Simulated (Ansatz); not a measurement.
**BBr2Cl (SMILES ClB(Br)Br) at BLYP/6-31G(d) (spherical functions)**

Aim: the vertical singlet–triplet gap of BBr2Cl at BLYP/6-31G* (spherical functions), from 2 runs. 

The results are computed with Ansatz 0.2.0.

51 further runs of the same task are left out: 2 that didn't finish, 49 set aside as unsound or not needed.

## 1. The molecule

BBr2Cl: 4 atoms, total charge 0, spin state singlet. As SMILES, `ClB(Br)Br`. Geometry: relaxed at PBE0-D4/def2-TZVP.

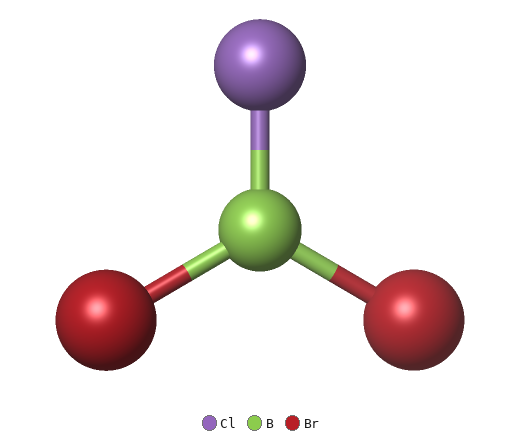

Viewed from a chosen angle; chlorine purple, boron green, bromine red.

## 2. The energy at BLYP/6-31G(d) (spherical functions)

Contents of molecule.yaml:

```yaml
crystal:
  periodic: [false, false, false]
  atoms:
    - symbol: Cl
      position_ang: [-0.203300, -1.644940, 0.633550]
    - symbol: B
      position_ang: [-0.004820, -0.039040, 0.015030]
    - symbol: Br
      position_ang: [1.283490, 1.123730, 0.785650]
    - symbol: Br
      position_ang: [-1.075360, 0.560270, -1.434250]
basis:
  gaussian: {orbitals: 6-31G_st_-spherical.json}
hamiltonian: {xc: {name: BLYP}}
accuracy: high
output: {orbitals: {seedname: orbitals}}
magnetization: {spin_polarized: false}
```

The basis set 6-31G* is read from a file made from the Basis Set Exchange's data (not shown).

On the command line:

```
$ ansatz run molecule.yaml --threads 1 --pin off --max-ram 3480MiB --events-out events.jsonl --progress --plain --runs-dir runs
```

Log:

```text
Warning: RAYON_NUM_THREADS=1 ignored (pool sized by the plan → 1); use --threads N
Functional definition: BLYP
  name "BLYP"
  parameter beta = 0.0042
  parameter a = 0.04918
  parameter b = 0.132
  parameter c = 0.2533
  parameter d = 0.349
  exchange = b88_x(beta = beta)
  correlation = lyp_c(a = a, b = b, c = c, d = d)
1835 factors; integrals over basis functions are off by at most 4.1e-9 eV
mean field evaluation 1: about -153277.5836 eV, gradient 1.3e1 eV
mean field evaluation 2: about -153277.4761 eV, gradient 1.3e1 eV
mean field evaluation 4: about -153277.9644 eV, gradient 1.1e0 eV
mean field evaluation 8: about -153277.9648 eV, gradient 1.2e-2 eV
mean field evaluation 16: about -153277.9648 eV, gradient 7.3e-7 eV
mean field -153277.96479832 eV, -5632.8613108022 hartree, gradient 2.2e-8 eV, S^2 0.000000; 0 other end points of the search recorded, 0 dependent functions left out
reference -153277.96484536 eV, -5632.8613125309 hartree; 46, 46 occupied and 50, 50 virtual orbitals, 1835 factors
Total energy: -153277.96484536 eV, -5632.8613125309 hartree
```

Wall time 8.1 s (1 thread of Arm Neoverse V1, shared host); peak memory 0.22 GiB.

## 3. The triplet, same level

Contents of run.yaml:

```yaml
crystal:
  periodic: [false, false, false]
  atoms:
    - {symbol: Cl, position_ang: [-0.203300, -1.644940, 0.633550]}
    - {symbol: B, position_ang: [-0.004820, -0.039040, 0.015030]}
    - {symbol: Br, position_ang: [1.283490, 1.123730, 0.785650]}
    - {symbol: Br, position_ang: [-1.075360, 0.560270, -1.434250]}
basis:
  gaussian:
    orbitals: 6-31G_st_-spherical.json
magnetization:
  spin_polarized: true
  initial_magnetization: 2
hamiltonian:
  xc: {name: BLYP}
accuracy: high
output: {orbitals: {seedname: orbitals}}
```

The basis set 6-31G* is read from a file made from the Basis Set Exchange's data (not shown).

On the command line:

```
$ ansatz run run.yaml --threads 1 --pin off --max-ram 3480MiB --events-out events.jsonl --progress --plain --runs-dir runs
```

Log, cut to the lines that bear on the results:

```text
Warning: RAYON_NUM_THREADS=1 ignored (pool sized by the plan → 1); use --threads N
[... 2 set-up lines as earlier in the session ...]
[...]
1835 factors; integrals over basis functions are off by at most 4.1e-9 eV
[...]
mean field -153273.47148036 eV, -5632.6961844127 hartree, gradient 8.4e-8 eV, S^2 2.003152; 9 other end points of the search recorded, 0 dependent functions left out
reference -153273.47152729 eV, -5632.6961861375 hartree; 47, 45 occupied and 49, 51 virtual orbitals, 1835 factors
Total energy: -153273.47152729 eV, -5632.6961861375 hartree
```

Run time: 51 s. Hardware: 1 thread of Arm Neoverse V1, shared host; peak memory 0.29 GiB.

## 4. Results

Level: BLYP/6-31G* (spherical functions).

| quantity | value |
| --- | --- |
| singlet: total energy | -5632.86131 Eh |
| singlet: HOMO energy | -6.87 eV |
| singlet: LUMO energy | -2.53 eV |
| singlet: HOMO–LUMO gap | 4.34 eV |
| triplet: total energy | -5632.69619 Eh |
| triplet: HOMO energy (highest over α and β) | -2.34 eV |
| triplet: ⟨S²⟩ | 2.003 |
| vertical energy of the triplet above the singlet | 4.493 eV |

At this shape the triplet lies 4.49 eV (434 kJ/mol) above the singlet.
